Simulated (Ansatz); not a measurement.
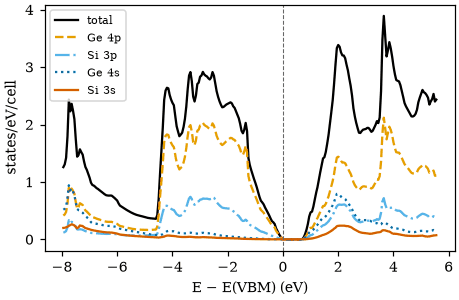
Fig. 1. Total and projected density of states of SiGe$_{3}$ in space group P-4m2 (No. 115; Si on 1a, Ge on 2g, Ge on 1c), DFT-r²SCAN in the program Ansatz with PAW potentials

### Question
Which orbitals carry the states next to the gap?

### Answer
Top 1 eV of the valence band: Ge 4p 76 %, Si 3p 20 %. Bottom 1 eV of the conduction band: Ge 4p 41 %, Ge 4s 28 %, Si 3p 17 %, outside the projected shells 9 %. Projections are on Löwdin-orthogonalised atomic valence shells; empty p or d shells of many metals are not among them.

### Question
Where is the tallest occupied peak in this window, and what makes it?

### Answer
Near -2.9 eV, about 2.9 states/eV per cell; the largest projected share is Ge 4p.

The start of the workflow was typed in or built on a structure type; neither database checked (COD, Materials Project) lists it. Its standing as an ambient phase is unchecked. The cell was relaxed with r²SCAN under the symmetry of its start; its stability against distortions is not shown here. Spin–orbit coupling is left out wherever it is not named.

Potentials: the later of the program's two PAW sets.
